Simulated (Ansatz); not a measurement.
## Run report: C2H11BO2Si, geometry relaxation (part 1 of 2)

System: C2H11BO2Si.
Method: RKS PBE0-D4/def2-TZVP (Ansatz 0.2.0).

The geometry: PBE-D4/def2-SVP start. Figures and captions count atoms from 1; the log counts them from 0 in places.

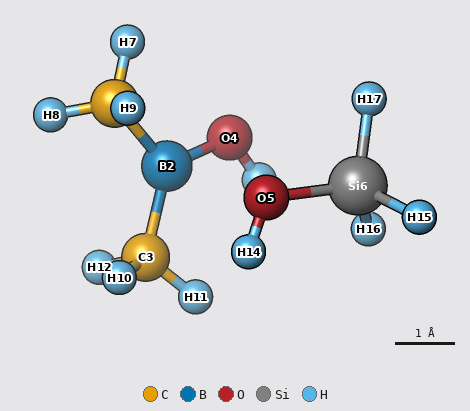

**Figure 1.** The starting structure (ball-and-stick view, seen at a tilt; atoms are numbered from 1 in the order of the input). Sticks are drawn by distance; a stretched bond gets none, so the picture shows separate pieces.

## Key numbers

- outcome: converged
- total energy: −14896.1289 eV
- mean-field energy: −14895.8433 eV
- dispersion energy: −0.2856 eV
- SCF solution under orbital rotations: stable
- largest force (length of the vector) at the end: 0.005 eV/Å
- dipole moment: 2.40 D
- hardware: 4 threads of Arm Neoverse V2, 23 GiB of memory available, shared host
- wall time: 2.2 min (CPU time 8.3 min)
- peak memory: 0.84 GiB

## The input
```yaml
crystal:
  periodic: [false, false, false]
  atoms:
    - {symbol: C, position_ang: [0.849048, -2.018773, -0.131416]}
    - {symbol: B, position_ang: [0.279060, -0.720553, -0.823052]}
    - {symbol: C, position_ang: [1.221763, 0.455939, -1.329385]}
    - {symbol: O, position_ang: [-1.078547, -0.683721, -1.055462]}
    - {symbol: O, position_ang: [-0.032215, 0.728315, 1.608431]}
    - {symbol: Si, position_ang: [-1.636909, 1.251214, 1.540804]}
    - {symbol: H, position_ang: [0.113894, -2.847313, -0.093939]}
    - {symbol: H, position_ang: [1.782308, -2.381063, -0.612713]}
    - {symbol: H, position_ang: [1.117383, -1.757015, 0.916347]}
    - {symbol: H, position_ang: [2.098756, 0.612688, -0.667428]}
    - {symbol: H, position_ang: [0.707941, 1.430452, -1.476612]}
    - {symbol: H, position_ang: [1.645102, 0.167132, -2.318143]}
    - {symbol: H, position_ang: [-1.354188, 0.151254, -1.476443]}
    - {symbol: H, position_ang: [0.635510, 1.392417, 1.363729]}
    - {symbol: H, position_ang: [-1.908593, 2.294293, 2.595890]}
    - {symbol: H, position_ang: [-1.974839, 1.878164, 0.208124]}
    - {symbol: H, position_ang: [-2.484574, 0.046169, 1.791566]}
basis:
  gaussian: {orbitals: def2-TZVP}
hamiltonian: {xc: pbe0, dispersion: d4}
relax: {f_tol: 0.005, max_steps: 150}
```

Launch command:
```bash
ansatz run in.yaml --threads 4 --pin off --events-out ev --progress --plain --max-ram 11315MiB
```

## The program's output
```
Functional definition: PBE0
  name "PBE0"
  cite "Adamo & Barone, J. Chem. Phys. 110, 6158 (1999) doi:10.1063/1.478522"
  cite "Perdew, Burke & Ernzerhof, Phys. Rev. Lett. 77, 3865 (1996) doi:10.1103/PhysRevLett.77.3865"
  parent pbe
  parameter a = 0.25
  parameter kappa = 0.804
  parameter beta = 0.06672455060314922
  exchange = (1 - a)*pbe_x(kappa = kappa, mu = beta*pi^2/3) + a*exact_x
  correlation = pbe_c(beta = beta)
1583 factors; their error is unknown
mean field evaluation 1: about -14881.0368 eV, gradient 8.8e1 eV
mean field evaluation 2: about -14867.1654 eV, gradient 1.2e2 eV
mean field evaluation 4: about -14895.6699 eV, gradient 4.8e0 eV
mean field evaluation 8: about -14895.7224 eV, gradient 1.3e-1 eV
mean field evaluation 16: about -14895.7516 eV, gradient 4.3e-4 eV
mean field -14895.75161744 eV, -547.4087752377 hartree, gradient 9.9e-6 eV, S^2 0.000000; 0 other end points of the search recorded, 0 dependent functions left out
the calculation of the forces begins
reference -14895.75165799 eV, -547.4087767279 hartree; 29, 29 occupied and 229, 229 virtual orbitals, 1583 factors
relax step   1: F+E_penalty+E_count = -14896.04154807 eV  Δ(F+E_penalty+E_count) = +0.000e0 eV  max|allowed force component| = 8.331e-1 eV/Å  Δτ_max = 0.0000 Å  (29 SCF iters, accepted)
these checks for a lower state are left out or cut short: starts, cluster_reference, orbital_swaps, neighbouring_geometries, increment
1583 factors; their error is unknown
mean field -14895.82564314 eV, -547.4114956321 hartree, gradient 8.9e-6 eV, S^2 0.000000; 0 other end points of the search recorded, 0 dependent functions left out
[... from here on the field's lines of each further geometry are left out, up to the last ...]
relax step   2: F+E_penalty+E_count = -14896.10911064 eV  Δ(F+E_penalty+E_count) = -6.756e-2 eV  max|allowed force component| = 5.396e-1 eV/Å  Δτ_max = 0.1198 Å  (31 SCF iters, accepted)
relax step   3: F+E_penalty+E_count = -14896.12045759 eV  Δ(F+E_penalty+E_count) = -1.135e-2 eV  max|allowed force component| = 1.221e-1 eV/Å  Δτ_max = 0.0294 Å  (30 SCF iters, accepted)
relax step   4: F+E_penalty+E_count = -14896.12177365 eV  Δ(F+E_penalty+E_count) = -1.316e-3 eV  max|allowed force component| = 5.459e-2 eV/Å  Δτ_max = 0.0357 Å  (30 SCF iters, accepted)
relax step   5: F+E_penalty+E_count = -14896.12253078 eV  Δ(F+E_penalty+E_count) = -7.571e-4 eV  max|allowed force component| = 5.408e-2 eV/Å  Δτ_max = 0.0307 Å  (31 SCF iters, accepted)
relax step   6: F+E_penalty+E_count = -14896.12305412 eV  Δ(F+E_penalty+E_count) = -5.233e-4 eV  max|allowed force component| = 8.754e-2 eV/Å  Δτ_max = 0.0464 Å  (29 SCF iters, accepted)
relax step   7: F+E_penalty+E_count = -14896.12332227 eV  Δ(F+E_penalty+E_count) = -2.681e-4 eV  max|allowed force component| = 6.053e-2 eV/Å  Δτ_max = 0.0131 Å  (30 SCF iters, accepted)
relax step   8: F+E_penalty+E_count = -14896.12339676 eV  Δ(F+E_penalty+E_count) = -7.449e-5 eV  max|allowed force component| = 3.539e-2 eV/Å  Δτ_max = 0.0351 Å  (30 SCF iters, accepted)
relax step   9: F+E_penalty+E_count = -14896.12364159 eV  Δ(F+E_penalty+E_count) = -2.448e-4 eV  max|allowed force component| = 1.713e-2 eV/Å  Δτ_max = 0.0107 Å  (31 SCF iters, accepted)
relax step  10: F+E_penalty+E_count = -14896.12383433 eV  Δ(F+E_penalty+E_count) = -1.927e-4 eV  max|allowed force component| = 2.540e-2 eV/Å  Δτ_max = 0.0228 Å  (30 SCF iters, accepted)
relax step  11: F+E_penalty+E_count = -14896.12402181 eV  Δ(F+E_penalty+E_count) = -1.875e-4 eV  max|allowed force component| = 3.567e-2 eV/Å  Δτ_max = 0.0322 Å  (30 SCF iters, accepted)
relax step  12: F+E_penalty+E_count = -14896.12425877 eV  Δ(F+E_penalty+E_count) = -2.370e-4 eV  max|allowed force component| = 4.129e-2 eV/Å  Δτ_max = 0.0404 Å  (30 SCF iters, accepted)
relax step  13: F+E_penalty+E_count = -14896.12453575 eV  Δ(F+E_penalty+E_count) = -2.770e-4 eV  max|allowed force component| = 5.258e-2 eV/Å  Δτ_max = 0.0382 Å  (29 SCF iters, accepted)
relax step  14: F+E_penalty+E_count = -14896.12490825 eV  Δ(F+E_penalty+E_count) = -3.725e-4 eV  max|allowed force component| = 7.041e-2 eV/Å  Δτ_max = 0.0515 Å  (29 SCF iters, accepted)
relax step  15: F+E_penalty+E_count = -14896.12517325 eV  Δ(F+E_penalty+E_count) = -2.650e-4 eV  max|allowed force component| = 9.012e-2 eV/Å  Δτ_max = 0.0407 Å  (29 SCF iters, accepted)
relax step  16: F+E_penalty+E_count = -14896.12508999 eV  Δ(F+E_penalty+E_count) = +8.326e-5 eV  max|allowed force component| = 1.494e-1 eV/Å  Δτ_max = 0.0785 Å  (30 SCF iters, rejected (line search))
relax step  17: F+E_penalty+E_count = -14896.12584172 eV  Δ(F+E_penalty+E_count) = -6.685e-4 eV  max|allowed force component| = 6.175e-2 eV/Å  Δτ_max = 0.0383 Å  (29 SCF iters, accepted)
relax step  18: F+E_penalty+E_count = -14896.12641166 eV  Δ(F+E_penalty+E_count) = -5.699e-4 eV  max|allowed force component| = 8.471e-2 eV/Å  Δτ_max = 0.0964 Å  (29 SCF iters, accepted)
relax step  19: F+E_penalty+E_count = -14896.12677902 eV  Δ(F+E_penalty+E_count) = -3.674e-4 eV  max|allowed force component| = 8.123e-2 eV/Å  Δτ_max = 0.0241 Å  (30 SCF iters, accepted)
relax step  20: F+E_penalty+E_count = -14896.12714825 eV  Δ(F+E_penalty+E_count) = -3.692e-4 eV  max|allowed force component| = 7.044e-2 eV/Å  Δτ_max = 0.0165 Å  (30 SCF iters, accepted)
relax step  21: F+E_penalty+E_count = -14896.12792293 eV  Δ(F+E_penalty+E_count) = -7.747e-4 eV  max|allowed force component| = 5.749e-2 eV/Å  Δτ_max = 0.0676 Å  (29 SCF iters, accepted)
relax step  22: F+E_penalty+E_count = -14896.12789969 eV  Δ(F+E_penalty+E_count) = +2.324e-5 eV  max|allowed force component| = 1.045e-1 eV/Å  Δτ_max = 0.1140 Å  (30 SCF iters, rejected (line search))
relax step  23: F+E_penalty+E_count = -14896.12836102 eV  Δ(F+E_penalty+E_count) = -4.381e-4 eV  max|allowed force component| = 4.208e-2 eV/Å  Δτ_max = 0.0558 Å  (30 SCF iters, accepted)
relax step  24: F+E_penalty+E_count = -14896.12850307 eV  Δ(F+E_penalty+E_count) = -1.421e-4 eV  max|allowed force component| = 5.382e-2 eV/Å  Δτ_max = 0.0668 Å  (29 SCF iters, accepted)
relax step  25: F+E_penalty+E_count = -14896.12868165 eV  Δ(F+E_penalty+E_count) = -1.786e-4 eV  max|allowed force component| = 3.321e-2 eV/Å  Δτ_max = 0.0049 Å  (31 SCF iters, accepted)
relax step  26: F+E_penalty+E_count = -14896.12878637 eV  Δ(F+E_penalty+E_count) = -1.047e-4 eV  max|allowed force component| = 1.022e-2 eV/Å  Δτ_max = 0.0137 Å  (30 SCF iters, accepted)
relax step  27: F+E_penalty+E_count = -14896.12883253 eV  Δ(F+E_penalty+E_count) = -4.616e-5 eV  max|allowed force component| = 1.222e-2 eV/Å  Δτ_max = 0.0235 Å  (30 SCF iters, accepted)
relax step  28: F+E_penalty+E_count = -14896.12884530 eV  Δ(F+E_penalty+E_count) = -1.277e-5 eV  max|allowed force component| = 1.192e-2 eV/Å  Δτ_max = 0.0220 Å  (31 SCF iters, accepted)
the calculation of the forces begins
reference -14895.84325816 eV, -547.4121429724 hartree; 29, 29 occupied and 229, 229 virtual orbitals, 1583 factors
relax step  29: F+E_penalty+E_count = -14896.12886062 eV  Δ(F+E_penalty+E_count) = -1.532e-5 eV  max|allowed force component| = 4.297e-3 eV/Å  Δτ_max = 0.0092 Å  (31 SCF iters, accepted)
1583 factors; their error is unknown
mean field evaluation 224: about -14867.9807 eV, gradient 1.2e2 eV
```

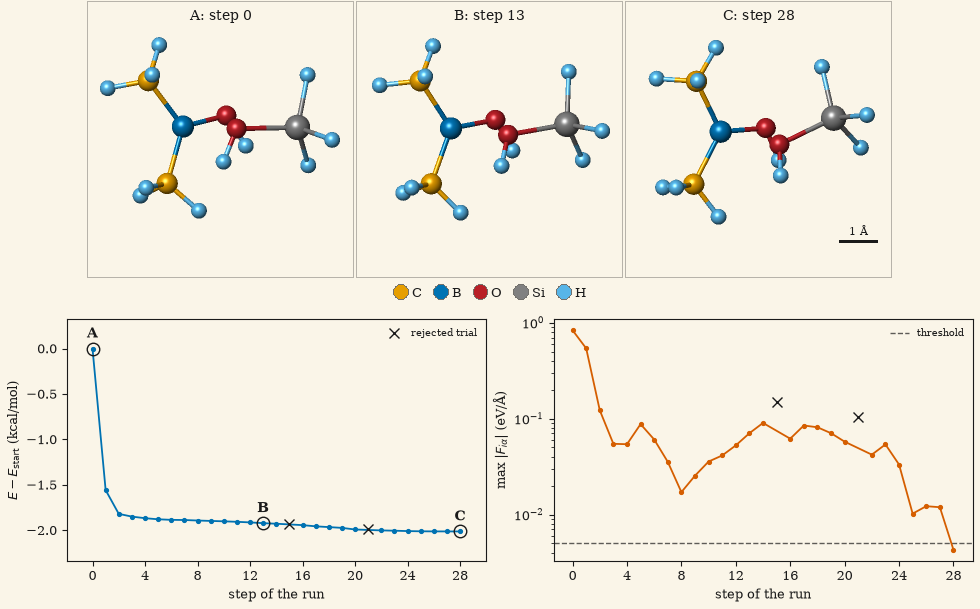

**Figure 2.** Frames of the relaxation (ball-and-stick view, seen at a tilt) above the curves, on which the letters mark them (the first geometry is step 0 here and step 1 in the log).

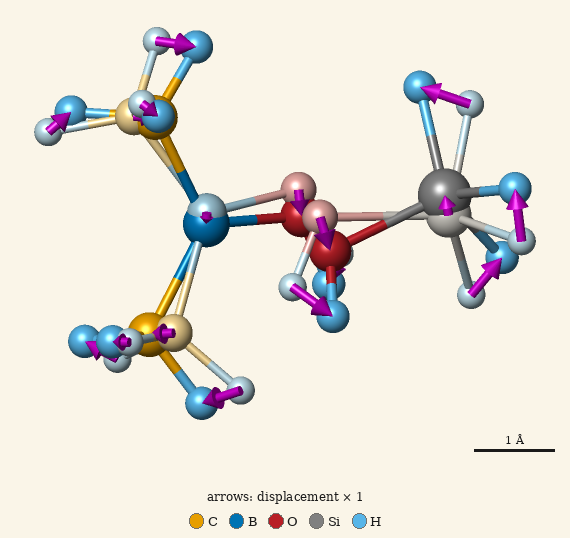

**Figure 3.** Start (faint) and end (solid) with the displacements as pink arrows, at true length (ball-and-stick view, seen at a tilt). The two geometries are laid on each other by the best rigid fit. After 28 geometry steps the energy has fallen by 2.01 kcal/mol. The largest force component goes from 0.83 to 0.0043 eV/Å. The line search rejected the trial steps at points 15, 21 (counted from 0) and went back. The atom that moves furthest after the best rigid fit is H15 (0.67 Å). By element the largest moves are H 0.67 Å, O 0.44 Å, C 0.34 Å, Si 0.26 Å, B 0.14 Å. Among the contacts that change: O5–Si6 1.689 → 1.654 Å, Si6–H15 1.508 → 1.491 Å, Si6–H17 1.495 → 1.477 Å, C1–H9 1.113 → 1.096 Å. (Atoms are counted from 1 in the order of the input.)

```
mean field -14895.84321824 eV, -547.4121415051 hartree, gradient 2.1e-5 eV, S^2 0.000000; 1 other end points of the search recorded, 0 dependent functions left out
the calculation of the forces begins
reference -14895.84325816 eV, -547.4121429724 hartree; 29, 29 occupied and 229, 229 virtual orbitals, 1583 factors
Total energy: -14896.12890054 eV, -547.4226401362 hartree
Atom 0 at     0.637545    -1.869573    -0.031022 Å, force     0.000717    -0.001799    -0.000255 eV/Å
Atom 1 at     0.310505    -0.621990    -0.922465 Å, force    -0.000161     0.001278     0.000670 eV/Å
Atom 2 at     1.438225     0.293614    -1.531936 Å, force     0.000434     0.000887    -0.002656 eV/Å
Atom 3 at    -1.009101    -0.386041    -1.196886 Å, force    -0.000905     0.000381     0.001616 eV/Å
Atom 4 at    -0.020165     1.126012     1.423453 Å, force    -0.004297     0.002652    -0.000569 eV/Å
Atom 5 at    -1.651631     1.038449     1.683028 Å, force     0.002540    -0.001910     0.003302 eV/Å
Atom 6 at    -0.230709    -2.506542     0.147437 Å, force     0.000826     0.000472    -0.000099 eV/Å
Atom 7 at     1.438734    -2.477384    -0.462759 Å, force    -0.001114     0.000425     0.000163 eV/Å
Atom 8 at     1.008836    -1.522252     0.939573 Å, force    -0.000218    -0.000086    -0.000793 eV/Å
Atom 9 at     2.238864     0.474783    -0.810147 Å, force    -0.000791     0.000133     0.000102 eV/Å
Atom 10 at     1.081236     1.261387    -1.898288 Å, force     0.000570    -0.001715     0.000418 eV/Å
Atom 11 at     1.905075    -0.221998    -2.380148 Å, force    -0.000385     0.000860     0.001841 eV/Å
Atom 12 at    -1.140969     0.396699    -1.737817 Å, force     0.001079    -0.000665    -0.000786 eV/Å
Atom 13 at     0.389705     1.988468     1.496330 Å, force     0.001088    -0.001923    -0.000063 eV/Å
Atom 14 at    -2.003715     1.733410     2.953731 Å, force    -0.000128     0.001322    -0.001045 eV/Å
Atom 15 at    -2.420830     1.688539     0.587879 Å, force     0.000836    -0.001355     0.000294 eV/Å
Atom 16 at    -1.990703    -0.395981     1.780334 Å, force    -0.000092     0.001044    -0.002141 eV/Å
Dipole moment:     0.122354     0.478882    -0.073532 e Å
```

## Trajectory as extended XYZ (Å, eV, eV/Å), 13 of the 29 frames kept, from step=1 to step=29
```
17
Properties=species:S:1:pos:R:3:forces:R:3 step=1 energy=-14896.04155
C     0.8490   -2.0188   -0.1314    0.1119  -0.1652   0.1889
B     0.2791   -0.7206   -0.8231   -0.1120  -0.0961  -0.0858
C     1.2218    0.4559   -1.3294    0.1945   0.1527  -0.1263
O    -1.0785   -0.6837   -1.0555    0.2386   0.6388  -0.2431
O    -0.0322    0.7283    1.6084   -0.4875   0.8331  -0.2405
Si   -1.6369    1.2512    1.5408    0.5371  -0.1754   0.1024
H     0.1139   -2.8473   -0.0939    0.3685   0.4065  -0.0258
H     1.7823   -2.3811   -0.6127   -0.4615   0.1743   0.2295
H     1.1174   -1.7570    0.9163   -0.1148  -0.1531  -0.4932
H     2.0988    0.6127   -0.6674   -0.4235  -0.0730  -0.3017
H     0.7079    1.4305   -1.4766    0.2304  -0.4559   0.0801
H     1.6451    0.1671   -2.3181   -0.1998   0.1372   0.4465
H    -1.3542    0.1513   -1.4764    0.1723  -0.6034   0.2807
H     0.6355    1.3924    1.3637   -0.4903  -0.4603   0.2019
H    -1.9086    2.2943    2.5959    0.1046  -0.2363  -0.2380
H    -1.9748    1.8782    0.2081    0.1311  -0.1746   0.2983
H    -2.4846    0.0462    1.7916    0.2005   0.2506  -0.0738
17
Properties=species:S:1:pos:R:3:forces:R:3 step=3 energy=-14896.12046
C     0.8498   -2.0205   -0.1490   -0.0094   0.0018  -0.0095
B     0.2895   -0.7440   -0.8621   -0.0228  -0.0174   0.0053
C     1.2253    0.4288   -1.3481    0.0020  -0.0081  -0.0070
O    -1.0557   -0.7026   -1.1051    0.0430  -0.0093   0.0201
O    -0.0586    0.7885    1.6434   -0.1221   0.1034  -0.0298
Si   -1.6401    1.2746    1.5763    0.1018  -0.1045   0.0359
H     0.1297   -2.8388   -0.1126   -0.0212  -0.0205   0.0012
H     1.7723   -2.3791   -0.6131    0.0272  -0.0111  -0.0144
H     1.1079   -1.7565    0.8821    0.0038   0.0116   0.0229
H     2.0750    0.5841   -0.6795    0.0239   0.0018   0.0198
H     0.7105    1.3843   -1.4862   -0.0171   0.0265  -0.0037
H     1.6556    0.1581   -2.3199    0.0079  -0.0055  -0.0174
H    -1.3269    0.1149   -1.5289   -0.0387   0.0237  -0.0277
H     0.5929    1.4667    1.4587    0.0614  -0.0259   0.0193
H    -1.9216    2.2966    2.6196   -0.0096   0.0326   0.0009
H    -1.9646    1.8741    0.2525   -0.0094   0.0215  -0.0159
H    -2.4601    0.0702    1.8123   -0.0205  -0.0206  -0.0001
```
